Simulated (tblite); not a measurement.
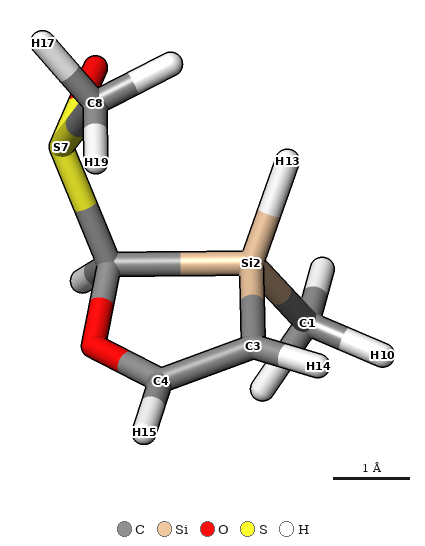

The starting structure (stick view, seen at a tilt; atoms are numbered from 1 in the order of the input). Bond lengths as drawn: C–C 1.32 Å, C–H 1.07 to 1.13 Å, C–O 1.34 to 1.36 Å, C–S 1.76 to 1.78 Å, C–Si 1.82 to 1.89 Å, H–Si 1.47 Å and O–S 1.54 Å.

# Geometry relaxation, with input and output: C5H10O2SSi

C5H10O2SSi, computed with GFN2-xTB geometry optimisation, gas phase (tblite 0.8.0).

It belongs to a series of runs on one base structure; here: H on C replaced by SOCH3.

Input file:
```
{"job": {"kind": "relax", "xc": "GFN2-xTB", "basis": "xTB"}, "charge": 0, "multiplicity": 1}
C     -2.581000    -0.929200    -0.008100
Si    -0.948800    -0.288500     0.477800
C     -0.885200     1.567400     0.428000
C     -0.201400     1.909000    -0.653400
O      0.265800     0.882000    -1.368100
C      0.348500    -0.390100    -0.890900
S      1.883700    -0.971300    -0.259400
C      2.646500    -0.004300     1.026800
O      1.668100    -2.401300     0.281100
H     -3.379100    -0.398200     0.568100
H     -2.820300    -0.729900    -1.085600
H     -2.707000    -2.008700     0.229400
H     -0.389100    -0.829900     1.724100
H     -1.341000     2.247800     1.123600
H     -0.038200     2.979600    -0.890400
H     -0.003000    -1.098100    -1.671500
H      3.718600    -0.271500     1.109300
H      2.193000    -0.328700     2.010400
H      2.560000     1.073000     0.871800
```

The first line tells a small driver script what to run in tblite; the rest is the geometry in Å.

Hardware: 1 CPU thread, shared host.

Launched with:
```bash
OMP_NUM_THREADS=1 python <driver script> task.json out
```

What the program printed:
```
step      E/eV     max force
  0    -783.53207    5.506
  1    -784.49033    2.557
  2    -784.72553    0.865
  3    -784.81184    0.678
  4    -784.85836    0.511
  5    -784.90046    0.573
  6    -784.93616    0.603
  7    -784.96106    0.428
  8    -784.97589    0.266
  9    -784.98804    0.258
 10    -784.99839    0.273
 11    -785.00702    0.243
 12    -785.01494    0.196
 13    -785.02275    0.221
 14    -785.03075    0.274
 15    -785.03889    0.285
 16    -785.04739    0.207
 17    -785.05602    0.242
 18    -785.06437    0.249
 19    -785.07200    0.244
 20    -785.07845    0.220
 21    -785.08352    0.172
 22    -785.08743    0.154
 23    -785.09055    0.126
 24    -785.09315    0.144
 25    -785.09537    0.102
 26    -785.09756    0.102
 27    -785.10006    0.120
 28    -785.10295    0.139
 29    -785.10592    0.122
 30    -785.10851    0.143
 31    -785.11064    0.145
 32    -785.11249    0.108
 33    -785.11401    0.100
 34    -785.11512    0.080
 35    -785.11610    0.099
 36    -785.11729    0.114
 37    -785.11877    0.120
 38    -785.12025    0.098
 39    -785.12139    0.062
 40    -785.12237    0.114
 41    -785.12368    0.142
 42    -785.12557    0.134
 43    -785.12762    0.104
 44    -785.12912    0.082
 45    -785.13009    0.085
 46    -785.13087    0.084
 47    -785.13164    0.068
 48    -785.13217    0.049
 49    -785.13244    0.044
 50    -785.13263    0.045
 51    -785.13289    0.048
 52    -785.13329    0.059
 53    -785.13378    0.072
 54    -785.13423    0.055
 55    -785.13462    0.047
 56    -785.13501    0.060
 57    -785.13552    0.085
 58    -785.13630    0.100
 59    -785.13739    0.097
 60    -785.13873    0.103
 61    -785.14012    0.079
 62    -785.14122    0.081
 63    -785.14198    0.088
 64    -785.14219    0.132
 65    -785.14340    0.076
 66    -785.14447    0.082
 67    -785.14629    0.100
 68    -785.14725    0.090
 69    -785.14805    0.073
 70    -785.14886    0.070
 71    -785.14938    0.070
 72    -785.14978    0.051
 73    -785.15007    0.033
 74    -785.15027    0.029
 75    -785.15043    0.042
 76    -785.15060    0.047
 77    -785.15080    0.046
 78    -785.15108    0.046
 79    -785.15134    0.044
 80    -785.15162    0.039
 81    -785.15193    0.029
 82    -785.15213    0.023
 83    -785.15224    0.020
 84    -785.15233    0.020
 85    -785.15244    0.025
 86    -785.15255    0.026
 87    -785.15263    0.024
 88    -785.15268    0.022
 89    -785.15273    0.019
 90    -785.15279    0.016
 91    -785.15285    0.017
 92    -785.15289    0.016
 93    -785.15293    0.015
 94    -785.15298    0.016
 95    -785.15306    0.024
 96    -785.15317    0.028
 97    -785.15326    0.019
 98    -785.15330    0.016
 99    -785.15333    0.015
100    -785.15337    0.017
101    -785.15343    0.022
102    -785.15349    0.019
103    -785.15355    0.015
104    -785.15360    0.016
105    -785.15365    0.024
106    -785.15373    0.026
107    -785.15379    0.019
108    -785.15383    0.018
109    -785.15386    0.014
110    -785.15388    0.011
111    -785.15391    0.011
112    -785.15393    0.008
```

Trajectory as extended XYZ (Å, eV, eV/Å), 6 of the 113 frames kept, from step=0 to step=112:
```
19
Properties=species:S:1:pos:R:3:forces:R:3 step=0 energy=-783.53207
C    -2.5810   -0.9292   -0.0081   -2.6440  -0.6620  -0.4870
Si   -0.9488   -0.2885    0.4778    0.6670  -0.3200   2.0110
C    -0.8852    1.5674    0.4280   -0.5650   0.1520   1.0830
C    -0.2014    1.9090   -0.6534   -0.5110   0.6030   1.2850
O     0.2658    0.8820   -1.3681    2.4910   1.9550  -3.6220
C     0.3485   -0.3901   -0.8909   -3.3790  -0.4010   1.1750
S     1.8837   -0.9713   -0.2594    3.1380  -4.1160  -1.8780
C     2.6465   -0.0043    1.0268   -0.3160   0.3600   2.6770
O     1.6681   -2.4013    0.2811   -0.4010   2.9430  -0.4420
H    -3.3791   -0.3982    0.5681    0.6140  -0.4560  -0.4120
H    -2.8203   -0.7299   -1.0856    0.2160  -0.4180   0.8930
H    -2.7070   -2.0087    0.2294    0.0770   0.7650  -0.4320
H    -0.3891   -0.8299    1.7241   -0.1040  -0.0490   0.0090
H    -1.3410    2.2478    1.1236    0.0830   0.1390  -0.1510
H    -0.0382    2.9796   -0.8904    0.2970  -1.1740  -0.6430
H    -0.0030   -1.0981   -1.6715    0.8230   0.3230   0.2710
H     3.7186   -0.2715    1.1093   -0.6780   0.0030  -0.4780
H     2.1930   -0.3287    2.0104    0.3390   0.6420  -0.8480
H     2.5600    1.0730    0.8718   -0.1470  -0.2900  -0.0110
19
Properties=species:S:1:pos:R:3:forces:R:3 step=22 energy=-785.08743
C    -2.6015   -0.9736    0.0540   -0.0720  -0.0650  -0.0510
Si   -0.9251   -0.2889    0.6107    0.0180  -0.0360   0.0030
C    -0.8482    1.5781    0.4726   -0.0010   0.0190   0.0180
C    -0.0680    1.9219   -0.5539    0.0500  -0.0260  -0.0020
O     0.6036    0.9924   -1.2668    0.0670   0.0000  -0.1040
C     0.3790   -0.3319   -0.8210   -0.0420  -0.0280   0.0430
S     2.0036   -1.1515   -0.3970   -0.1390   0.0500   0.0420
C     2.5319   -0.0031    0.9522   -0.0440   0.0100   0.0010
O     1.5793   -2.3796    0.2859   -0.0340  -0.0030  -0.0160
H    -3.4054   -0.5092    0.6157    0.0060  -0.0030   0.0270
H    -2.7869   -0.7856   -0.9986   -0.0160   0.0450  -0.0600
H    -2.6699   -2.0438    0.2085    0.0240  -0.0740   0.0310
H    -0.4794   -0.9490    1.8343    0.0870   0.0630   0.0260
H    -1.3715    2.3292    1.0289   -0.0490   0.0190   0.0650
H     0.1017    2.9215   -0.9312    0.0840  -0.0330   0.0450
H     0.0358   -0.9196   -1.6776    0.0520   0.0040  -0.0140
H     3.5964   -0.1622    1.1121   -0.1050   0.0590  -0.0090
H     1.9768   -0.2540    1.8507    0.0420   0.0310  -0.0500
H     2.3380    1.0181    0.6434    0.0730  -0.0320   0.0070
19
Properties=species:S:1:pos:R:3:forces:R:3 step=45 energy=-785.13009
C    -2.6004   -1.0630    0.0498   -0.0010   0.0050  -0.0160
Si   -0.9485   -0.2827    0.5593   -0.0180   0.0410   0.0160
C    -0.8107    1.5906    0.4704    0.0250  -0.0240   0.0190
C     0.0377    1.9355   -0.5014   -0.0110  -0.0040   0.0030
O     0.6476    1.0040   -1.2699   -0.0180   0.0060   0.0100
C     0.3482   -0.3189   -0.8767    0.0210  -0.0100   0.0490
S     1.9068   -1.1945   -0.3495   -0.0180  -0.0110  -0.0260
C     2.4699    0.0345    0.9092    0.0160  -0.0140  -0.0250
O     1.3883   -2.3349    0.4177   -0.0240   0.0080  -0.0110
H    -3.4002   -0.6884    0.6803    0.0120  -0.0100   0.0140
H    -2.8618   -0.8403   -0.9806    0.0020   0.0240  -0.0200
H    -2.5730   -2.1426    0.1588    0.0270  -0.0010   0.0060
H    -0.4521   -0.8607    1.8103   -0.0120   0.0150  -0.0410
H    -1.2847    2.3432    1.0734   -0.0040  -0.0500  -0.0340
H     0.3254    2.9383   -0.7875   -0.0130  -0.0190  -0.0010
H     0.0365   -0.8738   -1.7660    0.0150   0.0110   0.0420
H     3.5215   -0.1513    1.1026    0.0020  -0.0440   0.0090
H     1.8908   -0.1196    1.8125    0.0240   0.0790  -0.0200
H     2.3489    1.0340    0.5101   -0.0260  -0.0020   0.0270
19
Properties=species:S:1:pos:R:3:forces:R:3 step=67 energy=-785.14629
C    -2.5698   -1.0895    0.0218   -0.0120   0.0130  -0.0010
Si   -0.9610   -0.2690    0.5900   -0.0420  -0.0150   0.0020
C    -0.8466    1.6017    0.4870    0.0160   0.0010  -0.0110
C     0.0185    1.9465   -0.4689    0.0040   0.0170  -0.0330
O     0.6563    1.0189   -1.2181    0.0060  -0.0110   0.0040
C     0.3369   -0.3024   -0.8410    0.0080  -0.0110   0.0160
S     1.8411   -1.2428   -0.3030    0.0950   0.0040   0.0300
C     2.5178    0.0224    0.8635   -0.0010  -0.0430  -0.0620
O     1.2513   -2.3025    0.5268   -0.0050  -0.0140   0.0100
H    -3.3720   -0.8652    0.7144   -0.0410   0.0250   0.0290
H    -2.8697   -0.7399   -0.9621   -0.0300  -0.0200  -0.0140
H    -2.4654   -2.1687   -0.0162    0.0300  -0.0170  -0.0260
H    -0.4760   -0.8277    1.8479    0.0040   0.0060   0.0380
H    -1.3478    2.3553    1.0636   -0.0090  -0.0210   0.0140
H     0.2974    2.9472   -0.7638    0.0080   0.0530   0.0120
H     0.0137   -0.8407   -1.7356   -0.0060   0.0010   0.0050
H     3.5169   -0.2923    1.1486   -0.0270  -0.0190  -0.0060
H     1.8838    0.0955    1.7379   -0.0280  -0.0120   0.0030
H     2.5648    0.9625    0.3302    0.0310   0.0650  -0.0080
19
Properties=species:S:1:pos:R:3:forces:R:3 step=90 energy=-785.15279
C    -2.5758   -1.1135    0.0103    0.0030   0.0060  -0.0010
Si   -0.9895   -0.2584    0.5960    0.0060  -0.0030   0.0050
C    -0.8710    1.6126    0.4847   -0.0060  -0.0120   0.0030
C     0.0232    1.9564   -0.4446   -0.0030  -0.0030   0.0000
O     0.6720    1.0252   -1.1801    0.0080   0.0090   0.0010
C     0.3323   -0.2965   -0.8177   -0.0040   0.0030   0.0010
S     1.8259   -1.2608   -0.2889    0.0030   0.0080   0.0060
C     2.5488    0.0217    0.8215    0.0030   0.0030   0.0000
O     1.2325   -2.2819    0.5861   -0.0020  -0.0100   0.0050
H    -3.3668   -0.9858    0.7409   -0.0090   0.0040   0.0110
H    -2.9291   -0.7137   -0.9362   -0.0030   0.0070  -0.0080
H    -2.4109   -2.1793   -0.1158    0.0040  -0.0050   0.0070
H    -0.5250   -0.7827    1.8792    0.0070  -0.0020  -0.0140
H    -1.3827    2.3632    1.0561    0.0010  -0.0050  -0.0020
H     0.3204    2.9586   -0.7198   -0.0010   0.0000  -0.0050
H     0.0021   -0.8189   -1.7194   -0.0060  -0.0010  -0.0100
H     3.4839   -0.3735    1.2054   -0.0040   0.0020   0.0020
H     1.8663    0.2273    1.6375   -0.0070   0.0020  -0.0060
H     2.7336    0.9092    0.2276    0.0090  -0.0040   0.0060
19
Properties=species:S:1:pos:R:3:forces:R:3 step=112 energy=-785.15393
C    -2.5826   -1.1108    0.0188   -0.0010   0.0000  -0.0010
Si   -0.9842   -0.2685    0.5877    0.0040  -0.0010  -0.0050
C    -0.8761    1.6027    0.4824    0.0070   0.0030   0.0020
C     0.0201    1.9547   -0.4421   -0.0020   0.0010  -0.0030
O     0.6772    1.0300   -1.1781   -0.0030  -0.0050   0.0060
C     0.3388   -0.2952   -0.8255   -0.0040   0.0020  -0.0020
S     1.8341   -1.2554   -0.2936    0.0000  -0.0020  -0.0010
C     2.5492    0.0267    0.8222    0.0020   0.0000   0.0010
O     1.2437   -2.2820    0.5772    0.0010  -0.0020  -0.0020
H    -3.3628   -0.9723    0.7595   -0.0030   0.0000   0.0000
H    -2.9436   -0.7087   -0.9239    0.0010  -0.0010  -0.0040
H    -2.4302   -2.1786   -0.1053    0.0000  -0.0010   0.0000
H    -0.5064   -0.8042    1.8606    0.0000   0.0020   0.0050
H    -1.3960    2.3484    1.0528    0.0040  -0.0030   0.0010
H     0.3118    2.9594   -0.7143   -0.0020  -0.0010   0.0000
H     0.0139   -0.8126   -1.7325   -0.0020   0.0020   0.0040
H     3.4493   -0.3943    1.2582    0.0010   0.0010   0.0040
H     1.8383    0.2779    1.6003   -0.0030   0.0010  -0.0030
H     2.7955    0.8921    0.2185    0.0000   0.0030  -0.0020
```

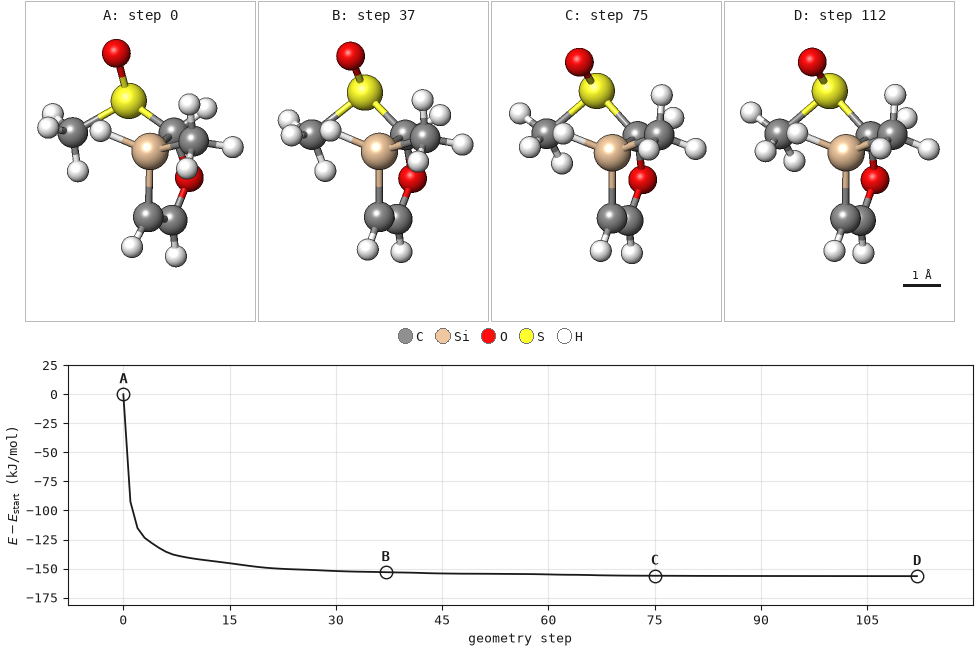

Frames of the relaxation (ball-and-stick view, seen at a tilt) above the curves, on which the letters mark them (steps are counted from 0).

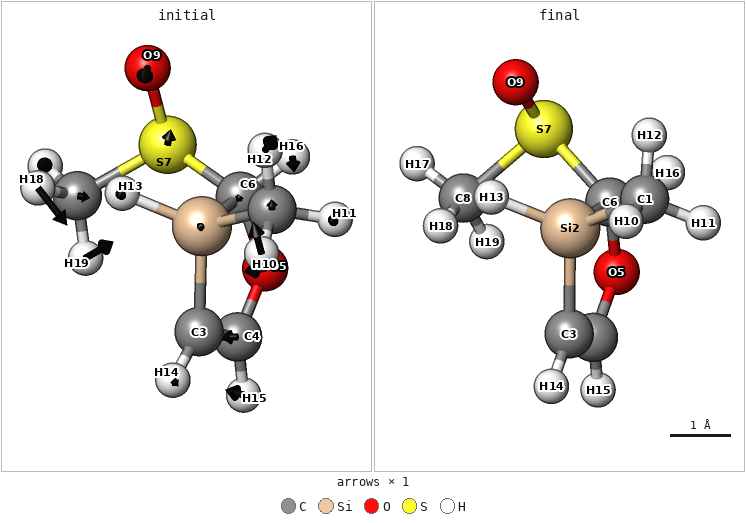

Before (left) and after (right) the relaxation, at one scale (ball-and-stick view, seen at a tilt). The black arrows give the displacements, at true length. Over 112 geometry steps the energy falls by 156.5 kJ/mol. The largest force component goes from 4.1 to 0.007 eV/Å. The atom that moves furthest after the best rigid fit is H18 (0.81 Å). By element the largest moves are H 0.81 Å, O 0.54 Å, C 0.31 Å, S 0.29 Å, Si 0.11 Å. Among the contacts that change: C6–S7 1.759 → 1.855 Å, C1–Si2 1.820 → 1.894 Å, S7–O9 1.544 → 1.470 Å, S7–C8 1.781 → 1.844 Å. Among the angles that change: C6–S7–C8 117.0° → 97.3°, O5–C4–H15 125.2° → 111.6°, C4–O5–C6 123.5° → 112.9°. (Atoms are counted from 1 in the order of the input.)

Results in brief:

| quantity | value |
| --- | --- |
| outcome | converged |
| total energy | −785.1539 eV |
| wall time | 0.87 s |
| peak memory | 0.18 GiB |
